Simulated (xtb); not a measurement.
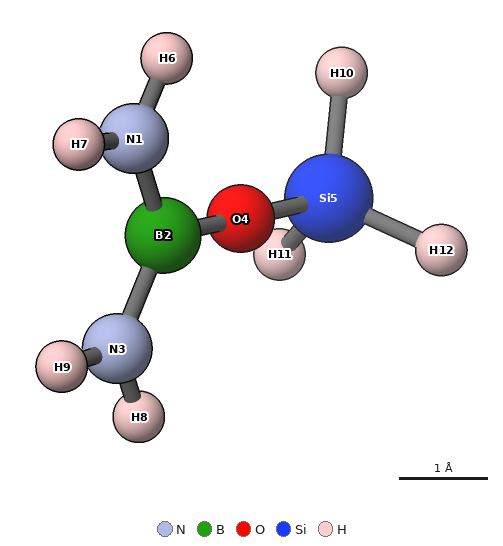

The input geometry (ball-and-stick view, seen at a tilt; atoms are numbered from 1 in the order of the input). Bond lengths as drawn: B–N 1.41 Å, B–O 1.41 Å, H–N 1.00 Å, H–Si 1.45 Å and O–Si 1.61 Å.

Calculation of the molecule and its ions of BSiN₂H₇O

System: BSiN₂H₇O, SMILES NB(N)O[SiH3].
Method: GFN1-xTB (xtb 6.7.1).

The geometry was optimised with GFN1-xTB.

## The program's output
```
* xtb version 6.7.1
   ID    Z sym.   atoms
    1    7 N      1, 3
    2    5 B      2
    3    8 O      4
    4   14 Si     5
    5    1 H      6-12

           -------------------------------------------------
          |                Calculation Setup                |
           -------------------------------------------------

          program call               : xtb mol.xyz --acc 100 --vipea -c 0 --gfn 1 -P 1
          coordinate file            : mol.xyz
          omp threads                :                     1

           -------------------------------------------------
          |                 G F N 1 - x T B                 |
           -------------------------------------------------

      * Hamiltonian:
        H0-scaling (s, p, d)           1.850000    2.250000    2.000000
        zeta-weighting                 0.000000
      * Dispersion:
        s8                             2.400000
        a1                             0.630000
        a2                             5.000000
        s9                             0.000000
      * Repulsion:
        kExp                           1.500000
        rExp                           1.000000
      * Coulomb:
        alpha                          2.000000
        third order                    atomic
        anisotropic                    false
      * Halogen bond correction:
        rad-scale                      1.300000
        damping                        0.440000

          ...................................................
          :                      SETUP                      :
          :.................................................:
          :  # basis functions                  40          :
          :  # atomic orbitals                  39          :
          :  # shells                           25          :
          :  # electrons                        30          :
          :  # halogen bonds                     0          :
          :  max. iterations                   250          :
          :  Hamiltonian                  GFN1-xTB          :
          :  restarted?                      false          :
          :  GBSA solvation                  false          :
          :  PC potential                    false          :
          :  electronic temp.          300.0000000     K    :
          :  accuracy                  100.0000000          :
          :  -> integral cutoff          0.2000000E+02      :
          :  -> integral neglect         0.1000000E-05      :
          :  -> SCF convergence          0.1000000E-03 Eh   :
          :  -> wf. convergence          0.2000000E-02 e    :
          :  Broyden damping             0.4000000          :
          :  net charge                          0          :
          :  unpaired electrons                  0          :
          ...................................................

 iter      E             dE          RMSdq      gap      omega  full diag
   1    -18.4953521 -0.184954E+02  0.747E+00    4.87       0.0  T
   2    -18.5561271 -0.607750E-01  0.429E+00    5.69       1.0  T
   3    -18.5575880 -0.146088E-02  0.900E-01    6.51       1.0  T
   4    -18.5591253 -0.153735E-02  0.265E-01    6.55       1.0  T
   5    -18.5593785 -0.253157E-03  0.202E-01    6.40       1.0  T
   6    -18.5598187 -0.440167E-03  0.149E-02    6.41       1.9  T
   7    -18.5598203 -0.161169E-05  0.646E-03    6.41       4.5  T
   8    -18.5598207 -0.439256E-06  0.999E-04    6.41      28.9  T

   *** convergence criteria satisfied after 8 iterations ***

         #    Occupation            Energy/Eh            Energy/eV
      -------------------------------------------------------------
         1        2.0000           -0.7598107             -20.6755
       ...           ...                  ...                  ...
         9        2.0000           -0.5309905             -14.4490
        10        2.0000           -0.5160888             -14.0435
        11        2.0000           -0.4878318             -13.2746
        12        2.0000           -0.4449673             -12.1082
        13        2.0000           -0.4338251             -11.8050
        14        2.0000           -0.4295616             -11.6890
        15        2.0000           -0.3973967             -10.8137 (HOMO)
        16                         -0.1618030              -4.4029 (LUMO)
        17                         -0.1487857              -4.0487
        18                         -0.1231299              -3.3505
        19                         -0.1158499              -3.1524
        20                         -0.1090976              -2.9687
       ...                                ...                  ...
        39                          1.4281678              38.8624
      -------------------------------------------------------------
                  HL-Gap            0.2355937 Eh            6.4108 eV
             Fermi-level           -0.2795999 Eh           -7.6083 eV

 SCC (total)                   0 d,  0 h,  0 min,  0.018 sec
 SCC setup                      ...        0 min,  0.000 sec (  0.740%)
 Dispersion                     ...        0 min,  0.000 sec (  0.331%)
 classical contributions        ...        0 min,  0.000 sec (  0.139%)
 integral evaluation            ...        0 min,  0.004 sec ( 22.808%)
 iterations                     ...        0 min,  0.005 sec ( 25.043%)
 molecular gradient             ...        0 min,  0.009 sec ( 48.999%)
 printout                       ...        0 min,  0.000 sec (  1.823%)

         :::::::::::::::::::::::::::::::::::::::::::::::::::::
         ::                     SUMMARY                     ::
         :::::::::::::::::::::::::::::::::::::::::::::::::::::
         :: total energy             -18.372420792207 Eh    ::
         :: gradient norm              0.000138561063 Eh/a0 ::
         :: HOMO-LUMO gap              6.410830206453 eV    ::
         ::.................................................::
         :: SCC energy               -18.559820717700 Eh    ::
         :: -> electrostatic           0.065336448724 Eh    ::
         :: repulsion energy           0.190990832355 Eh    ::
         :: dispersion energy         -0.003590906861 Eh    ::
         :: halogen bond corr.         0.000000000000 Eh    ::
         :: add. restraining           0.000000000000 Eh    ::
         :: total charge               0.000000000000 e     ::
         :::::::::::::::::::::::::::::::::::::::::::::::::::::

           -------------------------------------------------
          |        vertical delta SCC IP calculation        |
           -------------------------------------------------

 iter      E             dE          RMSdq      gap      omega  full diag
   1    -17.9912314 -0.179912E+02  0.204E+00    6.41       0.0  T
   2    -17.9595689  0.316625E-01  0.205E+00    6.17       1.0  T
   3    -18.0139739 -0.544050E-01  0.113E+00    7.03       1.0  T
   4    -17.9760525  0.379214E-01  0.179E+00    6.45       1.0  T
   5    -18.0446455 -0.685930E-01  0.334E-01    7.08       1.0  T
   6    -18.0449745 -0.329078E-03  0.305E-01    7.08       1.0  T
   7    -17.9990566  0.459180E-01  0.125E+00    7.04       1.0  T
   8    -18.0255064 -0.264499E-01  0.855E-01    7.06       1.0  T
   9    -18.0474880 -0.219815E-01  0.125E-01    7.08       1.0  T
  10    -18.0479460 -0.458033E-03  0.280E-02    7.09       1.0  T
  11    -18.0479461 -0.603254E-07  0.270E-02    7.09       1.1  T
  12    -18.0479631 -0.170275E-04  0.132E-02    7.09       2.2  T
  13    -18.0479673 -0.418652E-05  0.589E-03    7.08       4.9  T
     SCC iter.                  ...        0 min,  0.006 sec
     gradient                   ...        0 min,  0.008 sec
------------------------------------------------------------------------
empirical IP shift (eV):    4.8455
delta SCC IP (eV):    9.0827
------------------------------------------------------------------------
           -------------------------------------------------
          |        vertical delta SCC EA calculation        |
           -------------------------------------------------

 iter      E             dE          RMSdq      gap      omega  full diag
   1    -18.5416294 -0.185416E+02  0.239E+00    0.10       0.0  T
   2    -18.5801509 -0.385215E-01  0.236E+00    0.81       1.0  T
   3    -18.6110644 -0.309135E-01  0.141E+00    0.35       1.0  T
   4    -18.6064625  0.460188E-02  0.143E+00    0.45       1.0  T
   5    -18.6182245 -0.117620E-01  0.727E-01    0.13       1.0  T
   6    -18.6190516 -0.827129E-03  0.468E-01    0.30       1.0  T
   7    -18.6195491 -0.497443E-03  0.252E-01    0.16       1.0  T
   8    -18.6201629 -0.613796E-03  0.988E-02    0.18       1.0  T
   9    -18.6201745 -0.116238E-04  0.792E-02    0.18       1.0  T
  10    -18.6201954 -0.209366E-04  0.360E-02    0.18       1.0  T
  11    -18.6202028 -0.736052E-05  0.142E-02    0.18       2.0  T
  12    -18.6202041 -0.133781E-05  0.452E-03    0.19       6.4  T
     SCC iter.                  ...        0 min,  0.003 sec
     gradient                   ...        0 min,  0.006 sec
------------------------------------------------------------------------
empirical EA shift (eV):    4.8455
delta SCC EA (eV):   -3.2024
------------------------------------------------------------------------
           -------------------------------------------------
          |                Property Printout                |
           -------------------------------------------------

    * Orbital Energies and Occupations

         #    Occupation            Energy/Eh            Energy/eV
      -------------------------------------------------------------
         1        2.0000           -0.5810650             -15.8116
       ...           ...                  ...                  ...
         4        2.0000           -0.4411300             -12.0038
         5        2.0000           -0.3962668             -10.7830
         6        2.0000           -0.3888202             -10.5803
         7        2.0000           -0.3714477             -10.1076
         8        2.0000           -0.3565627              -9.7026
         9        2.0000           -0.3524410              -9.5904
        10        2.0000           -0.3327888              -9.0556
        11        2.0000           -0.3103514              -8.4451
        12        2.0000           -0.2713357              -7.3834
        13        2.0000           -0.2511262              -6.8335
        14        2.0000           -0.2485348              -6.7630
        15        2.0000           -0.2272314              -6.1833
        16        0.9729            0.0248094               0.6751 (HOMO)
        17        0.0271            0.0316116               0.8602 (LUMO)
        18                          0.0531736               1.4469
        19                          0.0539639               1.4684
        20                          0.0807117               2.1963
        21                          0.0864580               2.3526
        22                          0.1068927               2.9087
        23                          0.1232405               3.3535
        24                          0.1517631               4.1297
        25                          0.1521244               4.1395
        26                          0.1665814               4.5329
        27                          0.2855060               7.7690
       ...                                ...                  ...
        39                          1.6223724              44.1470
      -------------------------------------------------------------
                  HL-Gap            0.0068022 Eh            0.1851 eV
             Fermi-level           -0.0365002 Eh           -0.9932 eV

  Mulliken/CM5 charges         n(s)   n(p)   n(d)
     1N    -0.51778 -0.90520   1.421  4.097  0.000
     2B     0.49449  0.43605   0.793  1.712  0.000
     3N    -0.51765 -0.90507   1.421  4.097  0.000
     4O    -0.40593 -0.39332   1.631  4.775  0.000
     5Si   -0.29889 -0.55619   1.068  2.311  0.921
     6H     0.14730  0.34876   0.853  0.000  0.000
     7H     0.11477  0.31569   0.885  0.000  0.000
     8H     0.14739  0.34886   0.853  0.000  0.000
     9H     0.11481  0.31571   0.885  0.000  0.000
    10H    -0.09373 -0.00279   1.094  0.000  0.000
    11H    -0.09275 -0.00166   1.093  0.000  0.000
    12H    -0.09203 -0.00084   1.092  0.000  0.000

Wiberg/Mayer (AO) data.
largest (>0.10) Wiberg bond orders for each atom

 ---------------------------------------------------------------------------
     #   Z sym  total        # sym  WBO       # sym  WBO       # sym  WBO
 ---------------------------------------------------------------------------
     1   7 N    3.124 --     2 B    1.150     7 H    0.937     6 H    0.934
     2   5 B    3.365 --     1 N    1.150     3 N    1.150     4 O    0.963
     3   7 N    3.124 --     2 B    1.150     9 H    0.937     8 H    0.934
     4   8 O    2.458 --     5 Si   1.395     2 B    0.963
     5  14 Si   4.660 --     4 O    1.395    10 H    0.961    11 H    0.960
                            12 H    0.960
     6   1 H    1.058 --     1 N    0.934
     7   1 H    1.079 --     1 N    0.937
     8   1 H    1.057 --     3 N    0.934
     9   1 H    1.079 --     3 N    0.937
    10   1 H    0.990 --     5 Si   0.961
    11   1 H    0.990 --     5 Si   0.960
    12   1 H    0.990 --     5 Si   0.960
 ---------------------------------------------------------------------------

Topologies differ in total number of bonds
Writing topology from bond orders to xtbtopo.mol

 dipole moment from electron density (au)
     X       Y       Z
  -1.9057   0.1553   3.0607  total (Debye):    9.173

           -------------------------------------------------
          | TOTAL ENERGY              -18.432804195412 Eh   |
          | GRADIENT NORM               0.088534175979 Eh/α |
          | HOMO-LUMO GAP               0.185097161387 eV   |
           -------------------------------------------------

------------------------------------------------------------------------
------------------------------------------------------------------------
 total:
 *  cpu-time:     0 d,  0 h,  0 min,  0.060 sec
 * ratio c/w:     0.998 speedup
 SCF:
 *  cpu-time:     0 d,  0 h,  0 min,  0.051 sec
 * ratio c/w:     0.997 speedup
```

## Standard error
```
normal termination of xtb
```

The run was set up as follows.

## Input file (mol.xyz)
```
12
start
N     -1.23581     1.14895     0.93416
B     -0.41696     0.02844     0.69411
N     -0.31818    -1.03382     1.61356
O      0.32489    -0.03161    -0.49891
Si     1.16002    -0.09520    -1.86918
H     -1.30009     1.89854     0.27390
H     -1.79054     1.25241     1.76051
H      0.26692    -1.82570     1.43322
H     -0.81835    -1.05453     2.48000
H      0.66369     0.92543    -2.77060
H      0.98545    -1.40879    -2.45504
H      2.55576     0.14056    -1.56142
```

Launched with:
```bash
xtb mol.xyz --acc 100 --vipea -c 0 --gfn 1 -P 1 > out.txt 2> xtb.err
```

## Results in brief

```tsv
quantity	value
outcome	converged
electrons treated	30
total energy	−18.372421 hartree
dispersion energy	−0.003591 hartree
basis functions	40
hardware	1 thread of Intel Xeon @ 2.70GHz, 189 GiB of memory available, shared host
peak memory	0.071 GiB
```

## Notes

Settings chosen away from the usual ones: method = gfn1-xtb; task = vipea; x = {"accuracy": 100}; geo = {"prev": "A"}. These settings are looser than, or depart from, a standard set-up, so the numbers are not reference values for this system.
